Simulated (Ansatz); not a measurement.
**Phonon calculation of CH$_{6}$ClGa**

CH$_{6}$ClGa, computed with RKS PBE0-D4/def2-SVP (Ansatz 0.2.0).

It belongs to a series of runs on one base structure; here: vibrations at the highest image of the band. Figures and captions count atoms from 1; the log counts them from 0 in places.

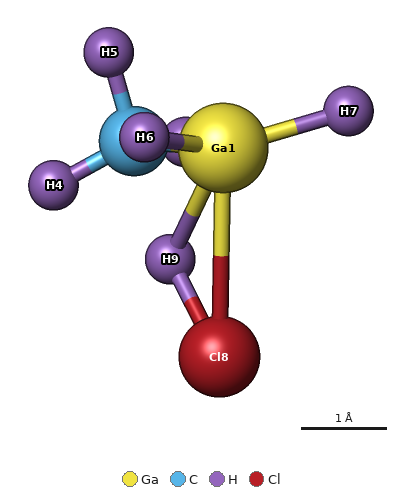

**Figure 1.** The input geometry (ball-and-stick view, seen at a tilt; atoms are numbered from 1 in the order of the input). Sticks mark near contacts. Bond lengths as drawn: Cl–Ga 2.53 Å, Cl–H 1.48 Å, C–Ga 2.10 Å, C–H 1.10 to 1.11 Å and Ga–H 1.56 to 1.93 Å.

**Key numbers**

```tsv
quantity	value
outcome	converged
total energy	−66011.1731 eV
mean-field energy	−66011.0235 eV
largest force (length of the vector)	0.014 eV/Å
hardware	2 threads of Arm Neoverse N1, 54 GiB of memory available, shared host
wall time	2.6 min (CPU time 4.6 min)
peak memory	0.2 GiB
```

**Input file**
```yaml
crystal:
  periodic: [false, false, false]
  atoms:
    - { symbol: Ga, position_ang: [-0.049981, -0.191052, 0.15295] }
    - { symbol: C, position_ang: [-0.031833, -0.02796, 2.243626] }
    - { symbol: H, position_ang: [-1.016163, -0.036863, 2.732709] }
    - { symbol: H, position_ang: [0.712042, -0.51261, 2.897234] }
    - { symbol: H, position_ang: [0.298469, 1.027217, 2.19336] }
    - { symbol: H, position_ang: [1.373307, -0.061267, -0.46749] }
    - { symbol: H, position_ang: [-1.438986, 0.198401, -0.435157] }
    - { symbol: Cl, position_ang: [-0.241049, -2.64411, 0.752286] }
    - { symbol: H, position_ang: [-0.110007, -1.453658, 1.61478] }
basis:
  gaussian: { orbitals: def2-SVP }
hamiltonian:
  xc: pbe0
  dispersion: d4
phonons: {}
```

Launch command:
```bash
ansatz run input.yaml --threads 2 --pin off --max-ram 3072MiB --backend cpu --events-out ev --progress --plain --runs-dir out
```

**Log**
```
Engine: ansatz 0.2.0, aarch64-unknown-linux-gnu
Functional definition: PBE0
  parameter a = 0.25
  parameter kappa = 0.804
  parameter beta = 0.06672455060314922
  exchange = (1 - a)*pbe_x(kappa = kappa, mu = beta*pi^2/3) + a*exact_x
  correlation = pbe_c(beta = beta)
1001 factors; integrals over basis functions are off by at most 3.9e-4 eV
mean field evaluation 1: about -66006.7493 eV, gradient 4.4e1 eV
mean field evaluation 2: about -66004.5327 eV, gradient 5.2e1 eV
mean field evaluation 4: about -66011.0093 eV, gradient 1.5e0 eV
mean field evaluation 8: about -66011.0234 eV, gradient 1.3e-1 eV
mean field -66011.02343058 eV, -2425.8603671952 hartree, gradient 2.6e-5 eV, S^2 0.000000; 0 other end points of the search recorded, 0 dependent functions left out
the calculation of the forces begins
reference -66011.02345886 eV, -2425.8603682343 hartree; 30, 30 occupied and 64, 64 virtual orbitals, 1001 factors
these checks for a lower state are left out or cut short: stability, starts, cluster_reference, orbital_swaps, neighbouring_geometries, increment
1001 factors; integrals over basis functions are off by at most 3.9e-4 eV
mean field evaluation 16: about -66011.0146 eV, gradient 1.5e-1 eV
mean field -66011.02333523 eV, -2425.8603636909 hartree, gradient 2.7e-6 eV, S^2 0.000000; 0 other end points of the search recorded, 0 dependent functions left out
[... from here on the field's lines of each further geometry are left out, up to the last ...]
the calculation of the forces begins
reference -66011.02343561 eV, -2425.8603673799 hartree; 30, 30 occupied and 64, 64 virtual orbitals, 1001 factors
these checks for a lower state are left out or cut short: stability, starts, cluster_reference, orbital_swaps, neighbouring_geometries, increment
1001 factors; integrals over basis functions are off by at most 4.0e-4 eV
mean field -66011.02340696 eV, -2425.8603663272 hartree, gradient 1.5e-6 eV, S^2 0.000000; 0 other end points of the search recorded, 0 dependent functions left out
the calculation of the forces begins
reference -66011.02343524 eV, -2425.8603673663 hartree; 30, 30 occupied and 64, 64 virtual orbitals, 1001 factors
WARN: phonons: modes at or below zero, which the zero-point energy, F, S and C_V leave out: 1, the lowest at -791.12 cm⁻¹. A minimum has none, and a first-order saddle one
Total energy: -66011.17307718 eV, -2425.8658666062 hartree
Atom 0 at    -0.049981    -0.191052     0.152950 Å, force    -0.005026    -0.008657     0.009869 eV/Å
Atom 1 at    -0.031833    -0.027960     2.243626 Å, force    -0.003819     0.002302    -0.003467 eV/Å
Atom 2 at    -1.016163    -0.036863     2.732709 Å, force     0.001328     0.001159     0.002137 eV/Å
Atom 3 at     0.712042    -0.512610     2.897234 Å, force    -0.001566     0.000688     0.001365 eV/Å
Atom 4 at     0.298469     1.027217     2.193360 Å, force     0.002786    -0.002609    -0.002351 eV/Å
Atom 5 at     1.373307    -0.061267    -0.467490 Å, force     0.005163     0.001903    -0.001645 eV/Å
Atom 6 at    -1.438986     0.198401    -0.435157 Å, force    -0.001463     0.001318    -0.000583 eV/Å
Atom 7 at    -0.241049    -2.644110     0.752286 Å, force     0.000688    -0.002304    -0.006173 eV/Å
Atom 8 at    -0.110007    -1.453658     1.614780 Å, force     0.001909     0.006199     0.000849 eV/Å
Dipole moment:     0.040576     0.314221     0.270773 e Å
Vibrations: -791.12 39.77 216.20 346.30 390.03 423.79 492.54 603.89 685.11 737.02 842.72 899.65 1219.41 1401.68 1428.43 1507.02 2017.97 2029.76 3035.07 3119.94 3181.80 cm⁻¹, zero-point energy 1.526128 eV
```

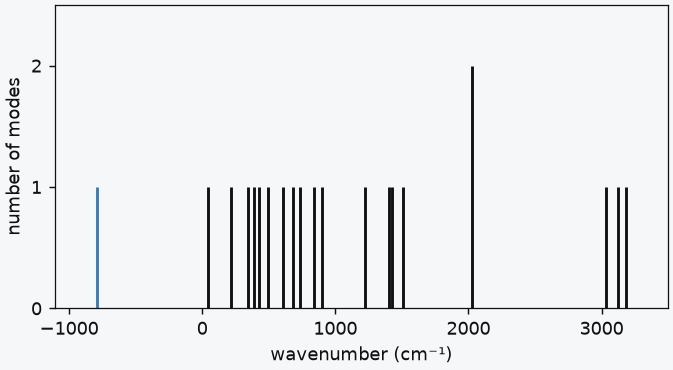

**Figure 2.** Harmonic vibrational wavenumbers from the force constants; neighbouring modes closer than 18 cm⁻¹ are counted in one stick, and imaginary ones are drawn at negative wavenumbers. 21 modes from 791i to 3182 cm⁻¹, 1 imaginary beyond 8i (791i cm⁻¹): a first-order saddle point, if the geometry is stationary.
